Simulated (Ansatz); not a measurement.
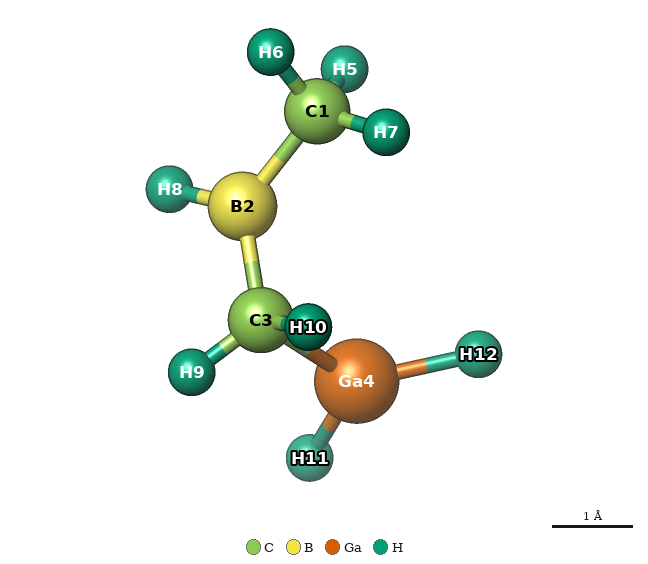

Orthographic view. Atoms fade into the background with distance from the viewer. Computed geometry: PBE0-D4/def2-TZVP optimisation. No frequency run is at hand to confirm it as a minimum.

Write a Z-matrix (Å, degrees) in the order of the atom numbers, with these reference atoms: 2 to 1; 3 to 2, 1; 4 to 3, 2, 1; 5 to 1, 2, 3; 6 to 1, 5, 2; 7 to 1, 5, 6; 8 to 2, 3, 4; 9 to 3, 2, 8; 10 to 3, 9, 2; 11 to 4, 3, 9; 12 to 4, 11, 9.

```
C  
B    1   1.565
C    2   1.527   1   123.4
Ga   3   1.997   2   103.5   1   -87.7
H    1   1.096   2   111.5   3   126.4
H    1   1.098   5   104.6   2  -117.0
H    1   1.093   5   108.7   6  -115.1
H    2   1.206   3   118.6   4    88.8
H    3   1.091   2   116.4   8   -25.3
H    3   1.095   9   112.6   2   135.6
H    4   1.569   3   119.5   9    19.5
H    4   1.570  11   121.5   9   169.6
```
